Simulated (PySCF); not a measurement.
## Electronic structure of C$_{4}$H$_{8}$F$_{2}$Si in real space

```yaml
atoms:
  - { symbol: C, position_ang: [-1.0884, 1.3481, 0.9688] }
  - { symbol: C, position_ang: [-0.5418, 0.4213, 0.1687] }
  - { symbol: Si, position_ang: [-1.4701, -1.2021, -0.1087] }
  - { symbol: C, position_ang: [0.7707, 0.6844, -0.5209] }
  - { symbol: C, position_ang: [1.8517, -0.3128, -0.1816] }
  - { symbol: F, position_ang: [1.4744, -1.5558, -0.5805] }
  - { symbol: F, position_ang: [2.9874, -0.0041, -0.8424] }
  - { symbol: H, position_ang: [-0.5941, 2.3098, 1.1566] }
  - { symbol: H, position_ang: [-2.0536, 1.1940, 1.4614] }
  - { symbol: H, position_ang: [-0.8883, -2.3256, 0.6838] }
  - { symbol: H, position_ang: [-2.8827, -0.9930, 0.3324] }
  - { symbol: H, position_ang: [-1.4516, -1.5735, -1.5553] }
  - { symbol: H, position_ang: [0.6509, 0.6427, -1.6179] }
  - { symbol: H, position_ang: [1.1502, 1.6876, -0.2696] }
  - { symbol: H, position_ang: [2.0771, -0.3603, 0.8986] }
```

Geometry: PBE0-D3(BJ)/def2-SVP.

Level of theory: PySCF, PBE0/pcSseg-1, SCF density, gas phase, non-relativistic.

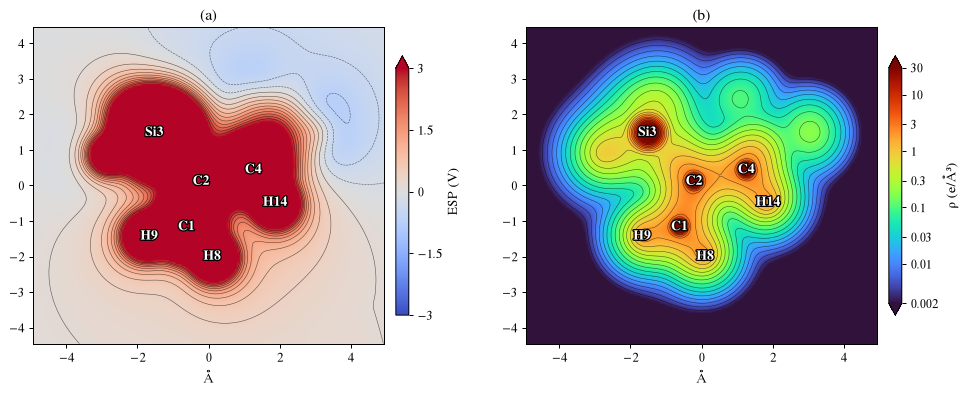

Figure 1. (a) molecular electrostatic potential; (b) total electron density on the plane of atoms C2, C1 and H9.

### Read the bonding off the picture.

Atoms in the plane: C, Si and H.
C–C (1.34 Å): ρ at the midpoint is about 2.2 e/Å³.
C–Si (1.89 Å): the density is about 0.93 e/Å³ at the midpoint.
C–H (1.09 Å): ρ is about 2 e/Å³ halfway.
C–C (1.51 Å): ρ at the midpoint is about 1.7 e/Å³.
Outside the dense part of the molecule the potential is most negative (−0.8 V) near F7, which lies off the plane.

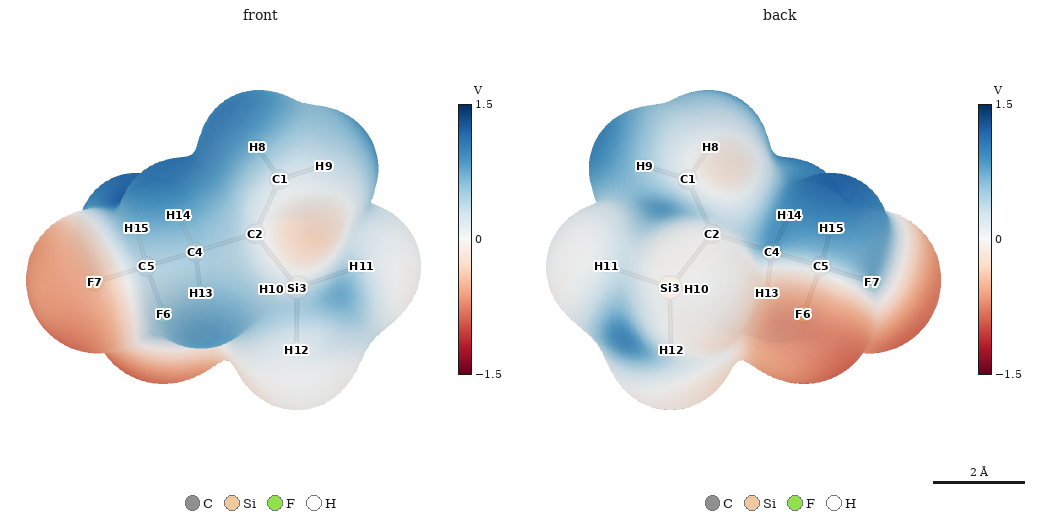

Figure 2. The electrostatic potential painted on the density surface at 0.002 e/bohr³, seen from the front and from behind; red is negative and blue positive.

### Describe the electrostatic potential map.

The most negative region (about −0.8 V) lies over F6 and F7, the most positive (about +1.2 V) over C5 and H15.

### How polar is the molecule by this calculation?

Its dipole moment is 2.19 D.
